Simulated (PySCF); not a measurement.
**C$_{4}$H$_{10}$OSi: excited-state calculation**

The run: excited-state calculation of C$_{4}$H$_{10}$OSi. Method and program: TDA X3LYP/IGLO-II, vertical, gas phase, core orbitals frozen in the response (PySCF 2.14.0).

The geometry comes from this level: GFN2-xTB. It belongs to a series of runs on one base structure; here: X3LYP/IGLO-II; 12 states, TDA; aux def2-universal-jkfit.

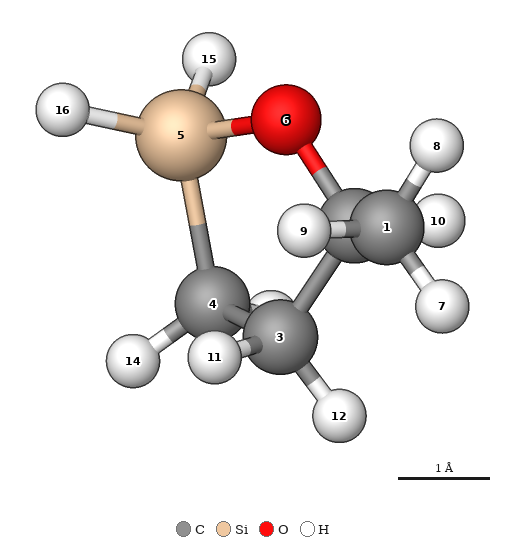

Figure 1. The structure as given in the input (ball-and-stick view, seen at a tilt; atoms are numbered from 1 in the order of the input). Bond lengths as drawn: C–C 1.52 to 1.53 Å, C–H 1.09 to 1.10 Å, C–O 1.42 Å, C–Si 1.91 Å, H–Si 1.46 Å and O–Si 1.63 Å.

Results in brief

- outcome: converged
- total energy: −523.119557 hartree
- HOMO: −7.55 eV
- LUMO: 0.69 eV
- dipole moment: 1.53 D
- mean polarisability: 70.37 a.u.
- lowest excitation: 7.00 eV
- hardware: 1 CPU thread, shared host
- wall time: 11 s
- peak memory: 0.82 GiB

Settings chosen away from the usual ones: X3LYP/IGLO-II; 12 states, TDA; aux def2-universal-jkfit.

Input
```
{"job": {"kind": "uv", "xc": "X3LYP", "basis": "IGLO-II", "nstates": 12, "ntriplets": 0, "tda": true, "scf": {"aux": "def2-universal-jkfit"}}, "charge": 0, "multiplicity": 1}
C      2.145609     0.063483    -0.007159
C      0.711575    -0.205892    -0.439102
C     -0.153852    -0.772932     0.693435
C     -1.614797    -0.488655     0.348075
Si    -1.461387     1.176999    -0.568179
O      0.126931     1.001738    -0.892466
H      2.620994    -0.862132     0.307254
H      2.708217     0.490297    -0.833321
H      2.156007     0.769475     0.820033
H      0.710273    -0.905918    -1.286770
H      0.107246    -0.249793     1.615757
H      0.047395    -1.835840     0.832560
H     -2.002593    -1.264441    -0.313038
H     -2.235552    -0.485209     1.240301
H     -2.223315     1.229828    -1.811793
H     -1.650350     2.347936     0.283000
```

The first line tells a small driver script what to run in PySCF; the rest is the geometry in Å.

Launched with:
```bash
OMP_NUM_THREADS=1 python <driver script> task.json out
```

The program's output
```
final grid: 121688 points
cycle   1  E = -522.9884908125  dE =  6.545e-01  |g| = 8.351e-01  |ddm| = 2.931e+00
cycle   2  E = -522.7678644158  dE =  2.206e-01  |g| = 1.361e+00  |ddm| = 1.910e+00
cycle   3  E = -523.1148044203  dE = -3.469e-01  |g| = 1.524e-01  |ddm| = 1.459e+00
cycle   4  E = -523.1186892813  dE = -3.885e-03  |g| = 6.107e-02  |ddm| = 1.426e-01
cycle   5  E = -523.1195344469  dE = -8.452e-04  |g| = 1.015e-02  |ddm| = 4.815e-02
cycle   6  E = -523.1195539914  dE = -1.954e-05  |g| = 3.614e-03  |ddm| = 1.062e-02
cycle   7  E = -523.1195570387  dE = -3.047e-06  |g| = 4.737e-04  |ddm| = 2.723e-03
cycle   8  E = -523.1195570879  dE = -4.923e-08  |g| = 1.000e-04  |ddm| = 4.836e-04
cycle   9  E = -523.1195570903  dE = -2.414e-09  |g| = 2.710e-05  |ddm| = 1.525e-04
cycle  10  E = -523.1195570905  dE = -1.872e-10  |g| = 5.376e-06  |ddm| = 3.413e-05
converged SCF energy = -523.1195570905

Static polarisability (au): isotropic 70.372, principal 64.082 67.394 79.640

Singlet excitations
state   eV       nm        f      main configurations
  1   6.9956    177.2   0.00703   H->L 0.96
  2   7.4637    166.1   0.02193   H->L+1 0.95
  3   7.7271    160.5   0.05236   H-1->L 0.95
  4   8.1051    153.0   0.01774   H-1->L+1 0.82, H-2->L 0.15
  5   8.2018    151.2   0.05930   H-2->L 0.83, H-1->L+1 0.14
  6   8.3378    148.7   0.02285   H->L+2 0.94
  7   8.4784    146.2   0.03823   H->L+3 0.93
  8   8.5190    145.5   0.01558   H-2->L+1 0.89
  9   8.6946    142.6   0.01189   H->L+4 0.89
 10   8.7959    141.0   0.01384   H-3->L 0.86
 11   8.8757    139.7   0.01239   H-1->L+2 0.87
 12   8.9122    139.1   0.09777   H->L+5 0.92
```

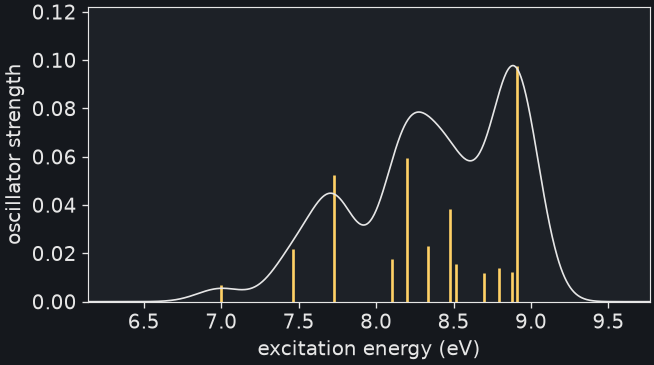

Figure 2. Computed excitations as sticks (degenerate states added up, dark ones marked on the axis), with a Gaussian envelope of 0.35 eV full width at half maximum, scaled to the tallest. Of the 12 states the lowest lies at 7.00 eV (f = 0.007); the strongest line is at 8.91 eV, or 139 nm (f = 0.098).

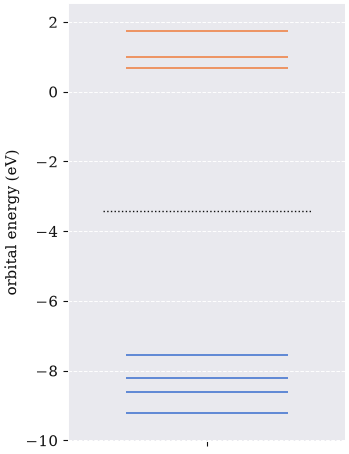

Figure 3. Orbital energies near the frontier; the dotted line parts filled from empty levels, and levels within 0.02 eV of each other stand side by side. Highest filled −7.55 eV, lowest empty 0.69 eV, 8.24 eV apart.
